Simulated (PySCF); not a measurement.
SMILES [NH2][Al]([NH2])[Br] (H₄AlBrN₂) at its PBE0/def2-SVP optimised geometry (Å):

```
8

Al    -0.1833     0.2093     0.0000
Br    -1.2465     2.2077     0.0000
N     -1.1664    -1.2562     0.0002
H     -0.8186    -2.2077     0.0016
H     -2.1795    -1.2537    -0.0007
N      1.5815     0.2093     0.0000
H      2.1795    -0.6082    -0.0018
H      2.1414     1.0537     0.0007
```

Level of theory: PBE0/def2-TZVP in PySCF.

Map of the electrostatic potential (hartree/e), clipped to [-0.08, 0.12] on the plane z = 0.6 Å:

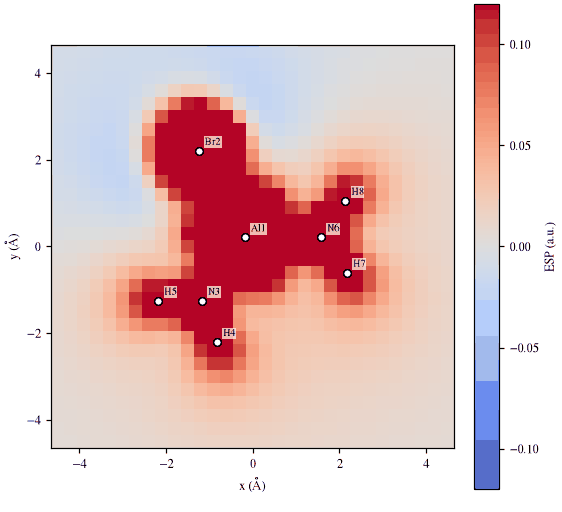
Figure: Electrostatic potential (hartree/e), clipped to [-0.08, 0.12] on the plane z = 0.6 Å.
